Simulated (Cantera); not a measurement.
Feed: 1 mol borazine, 0.2 mol O₂, 11 mol H₂, at 54.8 Torr.

Method: chemical equilibrium by Gibbs-energy minimisation in Cantera with the NASA 1993 tables (ideal gas, pure condensed phases). Candidate condensed phases: B, BN, B₂O₃, B₃O₃H₃, H₂O; 39 gas species. The feed counts by its element totals alone. Mutual solubility and eutectic melting of coexisting phases are not modelled. The tables' values for BH₂ are old estimates; treat these amounts as uncertain. Gases not in the tables: B₂H₆ and higher boranes. The numbers say what is thermodynamically allowed, not how fast it happens.

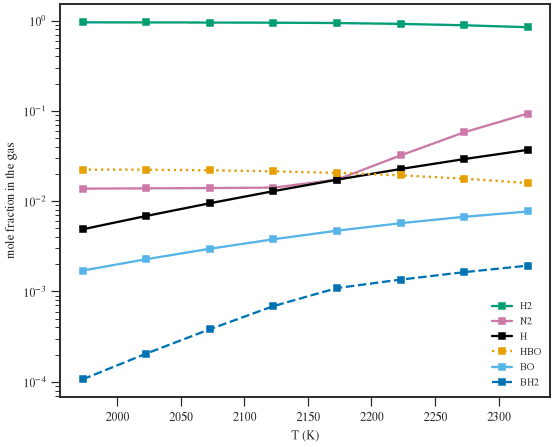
Figure: Equilibrium gas composition (values under 1e-9 drawn at 1e-9)

From 1973 K to 2123 K the condensed part is BN(s). From 2173 K to 2273 K the condensed part is B(s) + BN(s). At 2323 K the condensed part is B(s). The main B-bearing gas is HBO throughout. The share of B in condensed phases is highest at 1973 K (86.7 %) and lowest at 2323 K (85.4 %).
